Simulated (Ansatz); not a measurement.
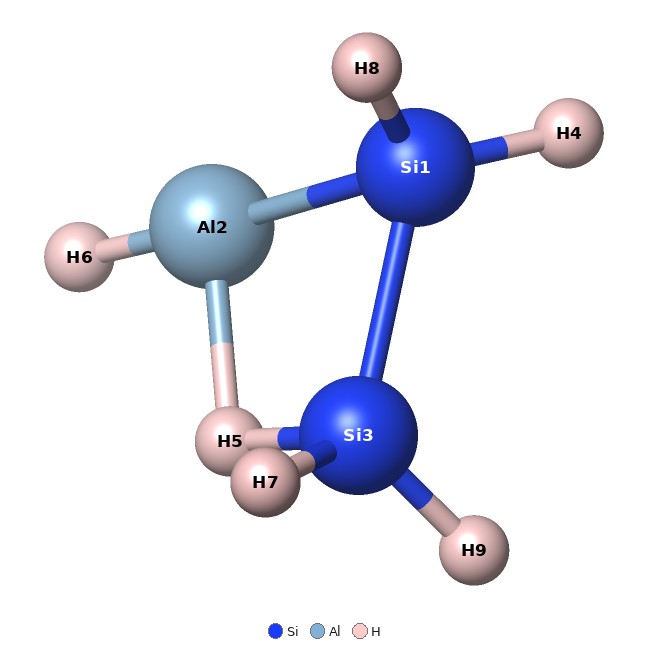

Numbered structure. Charge +1, singlet. Computed geometry: PBE0-D4/def2-TZVP optimisation. No frequency run is at hand to confirm it as a minimum.

### What is the geometry at Al2?

Al2 has 3 neighbours (Si1 at 2.41, H5 at 1.96, H6 at 1.56 Å); the arrangement is T-shaped.

### What is the dihedral angle Si1–Al2–H5–Si3?

2° in size, that is syn (eclipsed).
